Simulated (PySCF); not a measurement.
# MnH₃⁻: structure of the quartet

The task is one start of a wider search on MnH₃⁻: the quartet, from a T-shaped start. It is relaxed, tested by its Hessian and followed downhill if it is a saddle.

Method: PBE0, basis Mn def2-TZVPD, H def2-TZVPD, no relativity, density fitting; program: PySCF 2.14.0.

**1. Starting geometry**

4 atoms, charge -1, spin multiplicity 4.

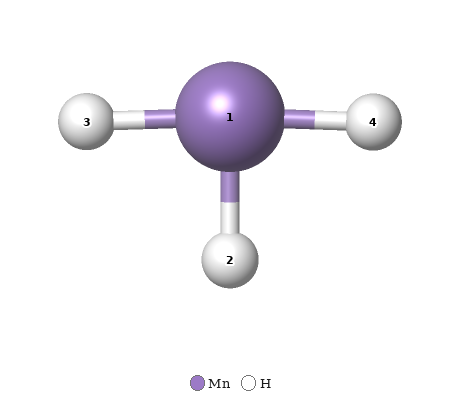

Start geometry, drawn with manganese light purple, hydrogen white; atoms are numbered from 1 in the order of the file.

```xyz
4
charge -1 multiplicity 4
Mn    0.0000    0.0000   -0.0281
H     0.0000    0.0000    1.4819
H     1.5091    0.0000    0.0246
H    -1.5091    0.0000    0.0246
```

**2. T-shaped start, quartet: relaxation**

The steps below are one call of a driver around PySCF. For each, scf.py gives the equivalent set-up of the SCF; relaxations use the driver's own optimiser. Before each start the driver seeks the lowest SCF state from one or more starting densities and follows internal instabilities, so scf.py alone need not reach the same state.

The program finds C2v symmetry in the start, which this walk keeps. The walk stops when the largest gradient is under 0.0003 Eh/bohr and the energy has settled too.

The input, scf.py:

```python
from pyscf import gto, scf, dft
mol = gto.M(atom='''
Mn     0.000000     0.000000    -0.028088
H      0.000000     0.000000     1.481912
H      1.509100    -0.000000     0.024612
H     -1.509100     0.000000     0.024612''',
    basis={'Mn': 'def2-TZVPD', 'H': 'def2-TZVPD'},
    charge=-1, spin=3)
mf = dft.UKS(mol, xc='PBE0')
mf.grids.atom_grid = (50, 194)
aux = {'Mn': 'def2-universal-JKFIT', 'H': 'def2-universal-JKFIT'}
mf = mf.density_fit(auxbasis=aux)
mf.kernel()
```

After this run come: Is it a minimum? Harmonic modes.

**Question.** What will these runs give? Wanted: minimum; geometry; wavenumbers; dipole moment; highest occupied, lowest empty level; polar-tensor charge of Mn1; zero-point energy; ⟨S²⟩.

The runs gave:

| quantity | value |
| --- | --- |
| minimum | broken-symmetry (Ms = 3/2), C2v |
| geometry | Mn–H 1.659 Å, Mn–H 1.670 Å (×2); H–Mn–H 93.0° (×2), H–Mn–H 174.1° |
| wavenumbers (cm⁻¹) | 304 (b2), 391 (a1), 507 (b1), 1452 (b2), 1480 (a1), 1631 (a1) |
| dipole moment (centre of mass) | 0.55 D |
| highest occupied, lowest empty level (either spin) | 0.93, 2.60 eV |
| polar-tensor charge of Mn1 | -0.14 e |
| zero-point energy | 34.5 kJ/mol |
| entropy at 298.15 K | 246.8 J/(mol K) |
| ⟨S²⟩ | 4.655 |

**Reading.** The molecule stays C2v, as typed, and the end point is a minimum. The determinant is spin-contaminated (⟨S²⟩ = 4.65 against 3.75), so it is no pure spin state. The strongest infrared band lies at 1452 cm⁻¹ (b2, stretch). Only this shape and spin were tried, so other structures or states may lie lower. The highest occupied level lies above zero: either self-interaction error lifts it or the extra electron is not bound, and the basis holds it in place. Open d and f shells are described by one determinant, and the ground state may have another occupation or spin.
